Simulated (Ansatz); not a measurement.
# AlBr2H2N: what the fields show

Input

```
crystal:
  periodic: [false, false, false]
  atoms:
    - {symbol: N, position_ang: [-0.146816, 1.033588, -0.042115]}
    - {symbol: Al, position_ang: [0.107771, -0.694466, 0.014892]}
    - {symbol: Br, position_ang: [1.634367, -1.550916, 1.413831]}
    - {symbol: Br, position_ang: [-1.094015, -2.042725, -1.311358]}
    - {symbol: H, position_ang: [0.353723, 1.700391, 0.521926]}
    - {symbol: H, position_ang: [-0.812831, 1.490029, -0.643277]}
basis:
  gaussian: {orbitals: def2-TZVPP}
hamiltonian: {xc: pbe0, dispersion: d4}
output: {orbitals: {seedname: orbitals}}
```

Launched as:

```sh
ansatz run in.yaml --threads 4 --pin off --events-out ev --progress --plain --max-ram 10444MiB
```

Geometry: PBE0-D4/def2-TZVP.

All numbers below come from Ansatz, RKS PBE0-D4/def2-TZVPP.

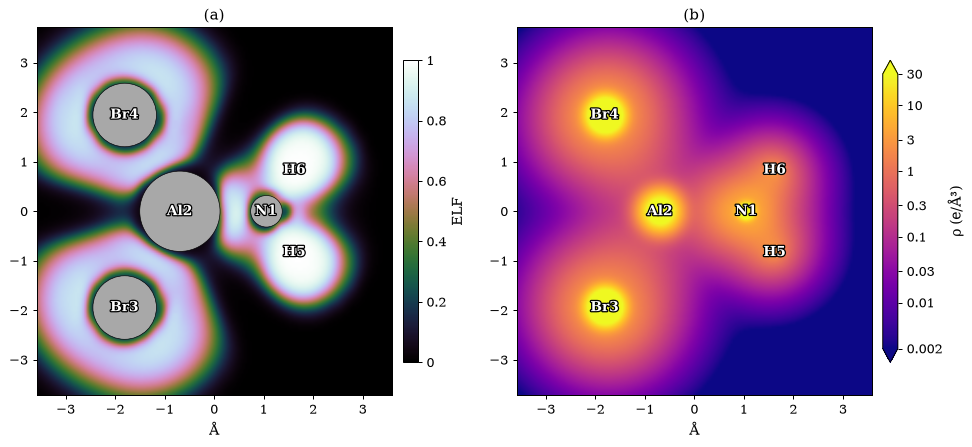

Figure 1. (a) electron localisation function; (b) electron density on the molecular plane. Grey discs cover the atomic cores in the ELF map.

What does the map show?

- The section cuts through N, Al, Br and H sites.
- Al–N (1.75 Å): ρ is about 0.92 e/Å³ halfway; the ELF peaks at about 0.90 in the valence shell of N, 0.6 Å from its nucleus, and is about 0.60 at the midpoint.
- Al–Br (2.24 Å): ρ is about 0.68 e/Å³ halfway; the ELF peaks at about 0.85 in the valence shell of Br, 1.1 Å from its nucleus, and is about 0.85 at the midpoint.
- N–H (1.01 Å): the density is about 2.9 e/Å³ at the midpoint; the ELF climbs to about 1 towards the hydrogen, as it does in any bond to H (an ordinary covalent bond to hydrogen).
- The ELF also peaks beside Br3 and Br4, away from the bonds: lone-pair regions.

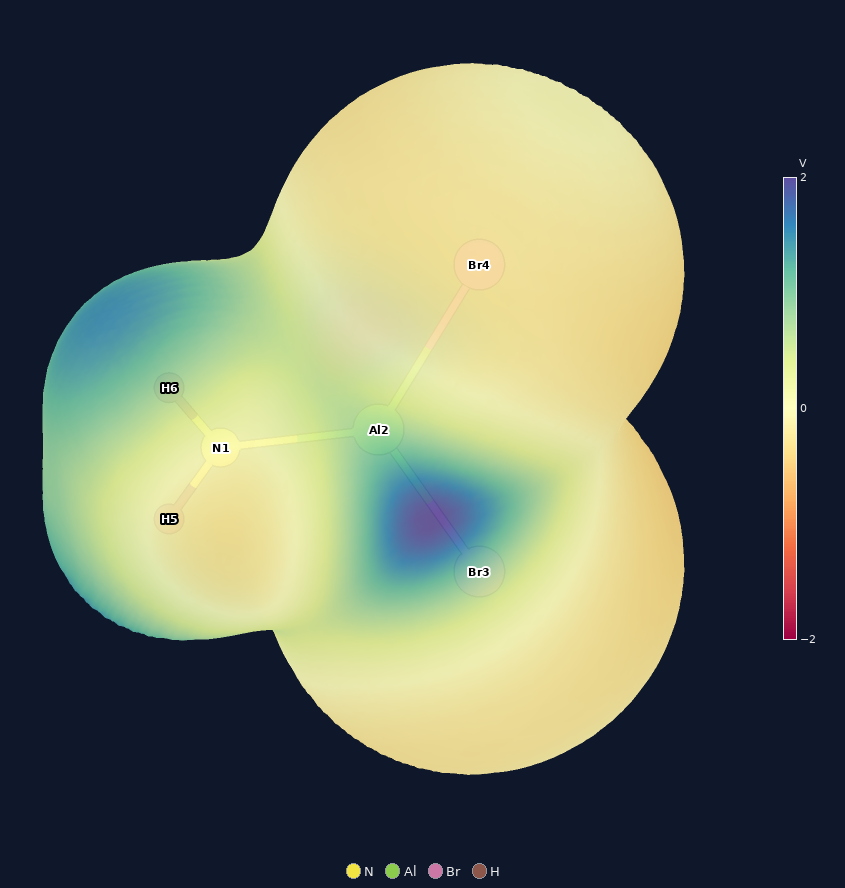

Figure 2. The molecular electrostatic potential painted on the density surface at 0.001 e/bohr³, seen at a tilt; red is negative and blue positive.

Describe the electrostatic potential map.

The most negative region (about −0.5 V, or −12 kcal/mol for a unit charge) lies over Br3 and Br4, the most positive (about +1.9 V, or +44 kcal/mol for a unit charge) over Al2.

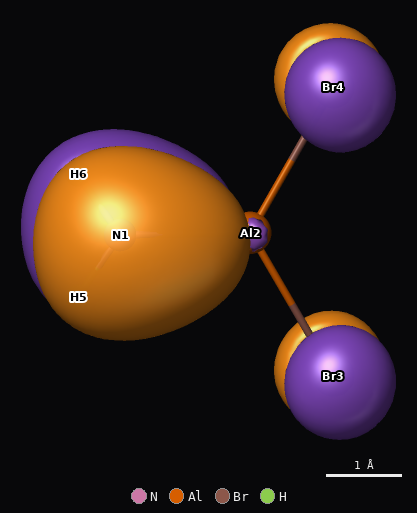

Figure 3. One frontier orbital at ±0.08 Å⁻³ᐟ² (orange and purple are the two phases), seen at a tilt.

Which orbital is it: HOMO or LUMO?

The HOMO, at −8.00 eV. It lies mainly on N1 (about 65 %); it changes sign across the molecular plane (π type).
